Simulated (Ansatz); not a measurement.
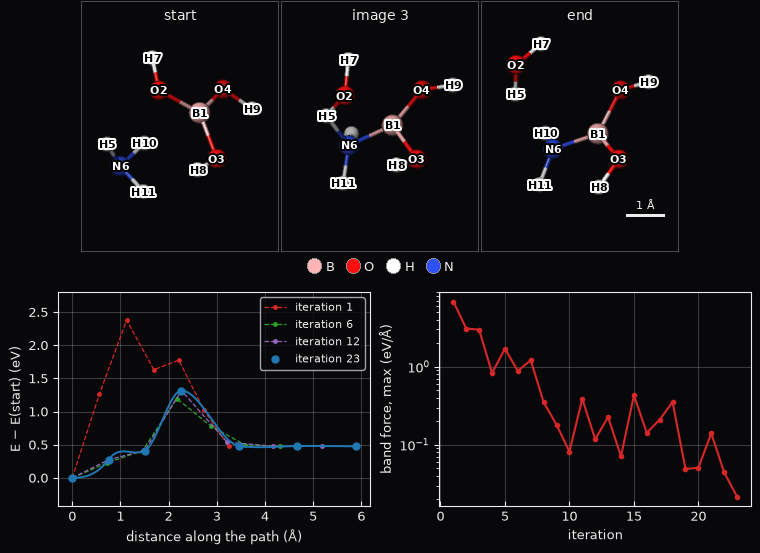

A search for the minimum-energy path of BNH6O3, made up of BH$_{3}$O$_{3}$ and NH$_{3}$ by the nudged elastic band. Images are numbered from 0 (start) to 6 (end). The plot follows the band through its iterations. Style: ball-and-stick. Shown from a free direction.

These are results of RKS BLYP/6-31G* (Ansatz), not measurements. Run with 5 movable images; climbing image; force threshold 0.03 eV/Å; iteration limit 60; spring constant 0.5 eV/Å²; starting path through a guess of the saddle point.

**Judge this run.**

The run is converged, with reservations. The band converged in 23 iterations. The largest component of the band force went from 6.9 to 0.022 eV/Å. The climbing image converged on the top of the path. Its curvatures weren't checked. The first iteration put the highest image at 2.38 eV. The highest point, image 3, lies 1.32 eV above the start and 0.84 eV above the end; the end is at +0.48 eV relative to the start.

Limits of the set-up: the start holds two separate molecules, 2.7 Å apart at their closest, whose relative position is a soft coordinate and is computed without a dispersion correction.

The run took 2.2 min on 2 threads of Intel(R) Xeon(R) Platinum 8488C (Sapphire Rapids), with other jobs on the host, peak memory 0.15 GiB.
